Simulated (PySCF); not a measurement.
```yaml
atoms:
  - { symbol: B, position_ang: [2.4025, -0.2730, -0.3173] }
  - { symbol: Si, position_ang: [0.5493, -0.0640, -0.1917] }
  - { symbol: C, position_ang: [-1.2897, 0.1496, -0.6598] }
  - { symbol: C, position_ang: [-1.0447, 0.1148, 0.8614] }
  - { symbol: F, position_ang: [-1.6374, -0.9189, 1.5303] }
  - { symbol: F, position_ang: [-1.3833, 1.2550, 1.5348] }
  - { symbol: H, position_ang: [2.9154, -0.3241, -1.3691] }
  - { symbol: H, position_ang: [3.0547, -0.3530, 0.6519] }
  - { symbol: H, position_ang: [-1.8820, -0.6770, -1.0380] }
  - { symbol: H, position_ang: [-1.6759, 1.0954, -1.0251] }
```

Geometry: GFN2-xTB.

Computed with UKS B3LYP, pcH-1 on B C F H Si, non-relativistic, mean-field spin-orbit, GIAO in PySCF.

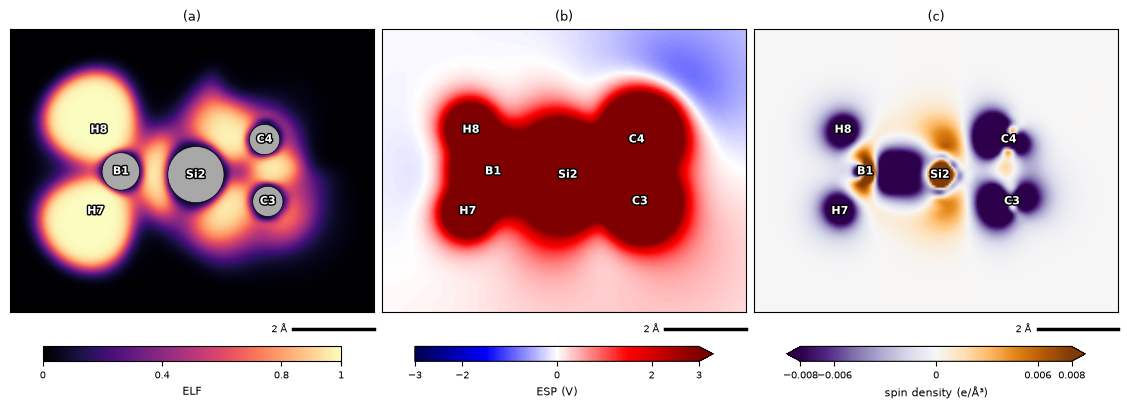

C2H4BF2Si (SMILES B[Si]1CC1(F)F) (doublet). (a) ELF; (b) molecular electrostatic potential; (c) spin density on the plane of atoms Si2, C4 and C3. Grey discs cover the atomic cores in the ELF map.

Read the bonding off the picture.

Answer. The section cuts through B, Si, C and H sites. C–C (1.54 Å): the ELF peaks at about 0.95 between the atoms (a covalent bond). Si–B (1.87 Å): the ELF peaks at about 0.95 between the atoms: a covalent bond. C–Si (1.91 Å): the ELF peaks at about 0.85 between the atoms: a covalent bond. B–H (1.17 Å): the ELF climbs to about 1 towards the hydrogen, as it does in any bond to H: an ordinary covalent bond to hydrogen. The unpaired spin (1 electron) lies mostly on Si2 (about 0.6) and B1 (about 0.3), in electrons by Hirshfeld's partition. Outside the dense part of the molecule the potential is most negative (−0.8 V) near F5, which lies off the plane.
